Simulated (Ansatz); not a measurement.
Cl$_{3}$In···H$_{2}$S

```xyz
7

In    0.1072    0.2456   -0.1158
Cl    0.0000    0.2412    2.2949
Cl    2.1256    0.7451   -1.1409
Cl   -1.8884    0.0475   -1.2864
S     0.2332   -3.2444    0.9626
H    -1.1048   -3.3459    0.7708
H     0.0700   -2.3098    1.9674
```

Core potentials replace the inner electrons of In; not at a stationary point (largest force 1.0 eV/Å).

Level of theory: RKS PBE0-D4/def2-SVP in Ansatz.

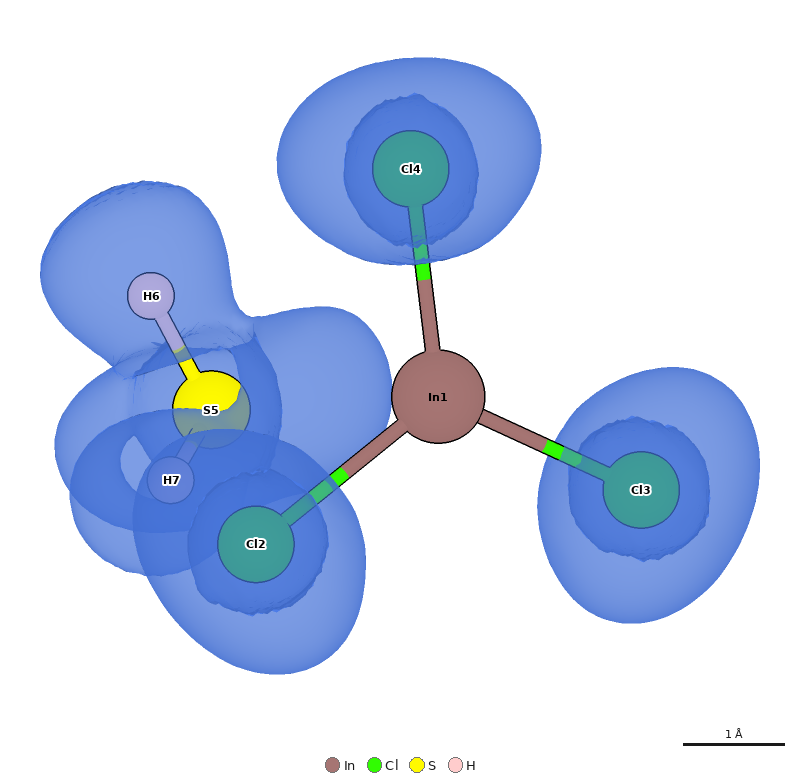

Figure 1. Isosurface of the electron localisation function at 0.75 (blue), seen at a tilt. Core shells and regions of very low density are left out.

Q: Describe the localisation domains.

A: The surface consists of three regions wrapped around Cl (the valence shell of each) and one joined region spread over several atoms (H, S), in which their bonds and any lone pairs are merged.


In1···S5 (3.65 Å): the ELF dips to about 0.05 between them. In–Cl (2.32 Å): the ELF peaks at about 0.80 in the valence shell of Cl, 0.8 Å from its nucleus, and drops to about 0.15 between the two atoms.

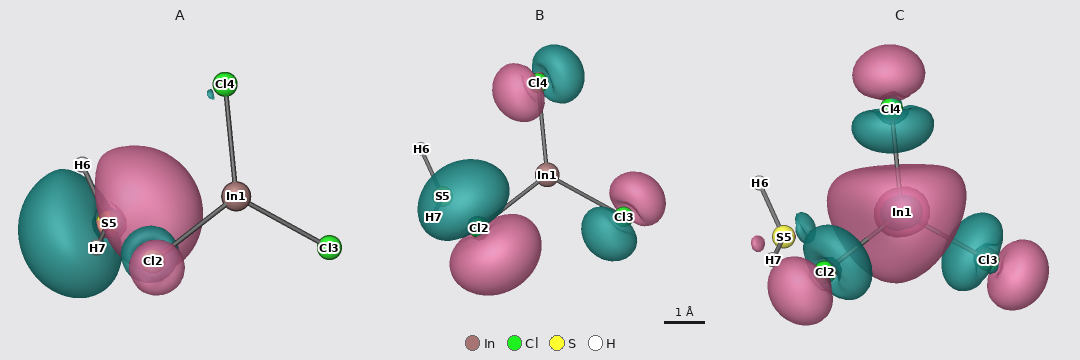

Figure 2. Three frontier orbitals at ±0.1 Å⁻³ᐟ² (teal and pink are the two phases), in no order.

Q: Which picture is the HOMO−1, the HOMO and the LUMO?

A: B is the HOMO−1 (−9.12 eV). By Hirshfeld shares it lies mainly on Cl2 (about 75 %), Cl4 (about 10 %) and Cl3 (about 10 %); largely a lone pair of Cl2. A is the HOMO (−8.11 eV). Its weight (Hirshfeld) is mainly on S5 (about 85 %); largely a lone pair of S5. C is the LUMO (−3.06 eV). It lies mainly on In1 (about 45 %), Cl3 (about 20 %), Cl4 (about 15 %) and Cl2 (about 15 %).

Q: What is the HOMO–LUMO gap?

A: 5.05 eV between the orbital energies.

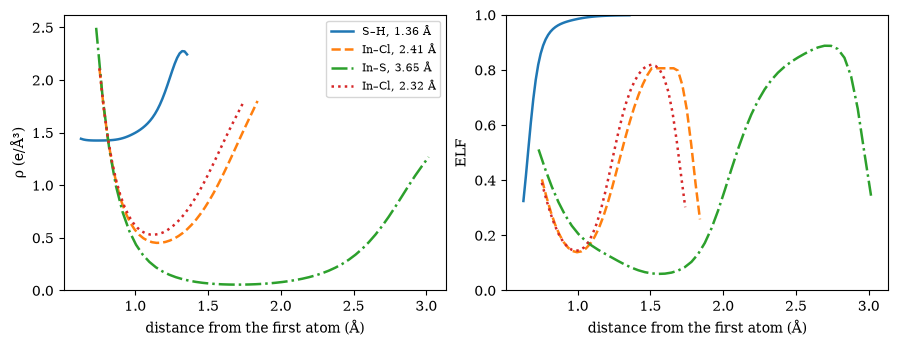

Figure 3. Electron density and ELF along straight lines between neighbouring atoms. The curves leave out the atomic cores.

Q: Compare the contacts.

A: S–H (1.36 Å): ρ is about 1.4 e/Å³ halfway; the ELF climbs to about 1 towards the hydrogen, as it does in any bond to H.
In–Cl (2.41 Å): the density is about 0.46 e/Å³ at the midpoint; the ELF peaks at about 0.80 in the valence shell of Cl, 0.9 Å from its nucleus, and drops to about 0.15 between the two atoms.
In1···S5 (3.65 Å): the density falls to about 0.06 e/Å³ on the way; the ELF dips to about 0.05 between them.
In–Cl (2.32 Å): the density is about 0.54 e/Å³ at the midpoint; the ELF peaks at about 0.80 in the valence shell of Cl, 0.8 Å from its nucleus, and drops to about 0.15 between the two atoms.
